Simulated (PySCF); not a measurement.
# C3H9BFN: what the fields show

```yaml
atoms:
  - { symbol: C, position_ang: [2.2096, -0.1757, 0.3687] }
  - { symbol: B, position_ang: [0.8652, 0.1702, -0.3786] }
  - { symbol: F, position_ang: [0.9431, 0.6962, -1.6007] }
  - { symbol: N, position_ang: [-0.4613, -0.0716, 0.1966] }
  - { symbol: C, position_ang: [-1.2425, 1.1228, 0.4720] }
  - { symbol: C, position_ang: [-1.2536, -1.0948, -0.4644] }
  - { symbol: H, position_ang: [2.0757, -0.2976, 1.4382] }
  - { symbol: H, position_ang: [2.6075, -1.1134, -0.0178] }
  - { symbol: H, position_ang: [2.9730, 0.5779, 0.1900] }
  - { symbol: H, position_ang: [-0.6210, 1.8376, 1.0083] }
  - { symbol: H, position_ang: [-2.0909, 0.8504, 1.1029] }
  - { symbol: H, position_ang: [-1.6247, 1.6040, -0.4405] }
  - { symbol: H, position_ang: [-2.1048, -1.3460, 0.1718] }
  - { symbol: H, position_ang: [-0.6423, -1.9851, -0.6001] }
  - { symbol: H, position_ang: [-1.6329, -0.7751, -1.4464] }
```

Geometry: GFN2-xTB.

Theory: PySCF 2.14.0, PBE0/pcSseg-1, SCF density, in a benzene solvent model, non-relativistic.

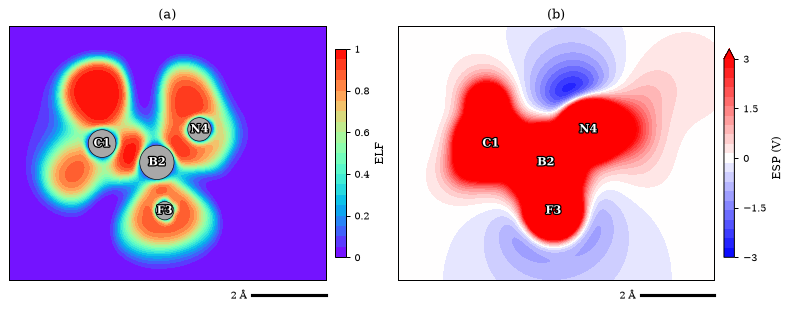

Figure 1. (a) electron localisation function; (b) molecular electrostatic potential on the plane of atoms F3, B2 and N4. Grey discs cover the atomic cores in the ELF map.

Q: Describe what can be read from this map.

A:
- The section cuts through C, B, F and N sites.
- B–F (1.33 Å): the ELF peaks at about 0.85 between the atoms (a shared but strongly polarised pair).
- B–N (1.47 Å): the ELF peaks at about 0.95 between the atoms (a polar covalent bond).
- C–B (1.58 Å): the ELF peaks at about 1 between the atoms: localised, covalent bonding.
- The ELF also peaks beside F3 and N4, away from the bonds: lone-pair regions.
- Outside the dense part of the molecule the potential is most negative (−2.5 V) near N4.

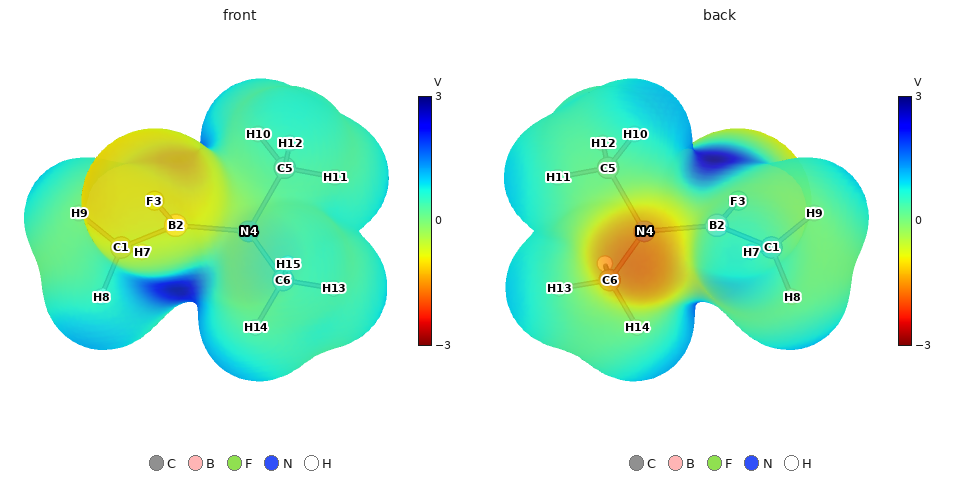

Figure 2. The molecular electrostatic potential painted on the density surface at 0.004 e/bohr³, seen from the front and from behind; red is negative and blue positive.

Q: Where is the surface potential most negative and most positive?

A: The most negative region (about −1.8 V, or −42 kcal/mol for a unit charge) lies over N4, the most positive (about +2.6 V, or +60 kcal/mol for a unit charge) over B2. N4 is the likeliest acceptor of a hydrogen bond.

Q: How polar is the molecule by this calculation?

A: Its dipole moment is 0.77 D.
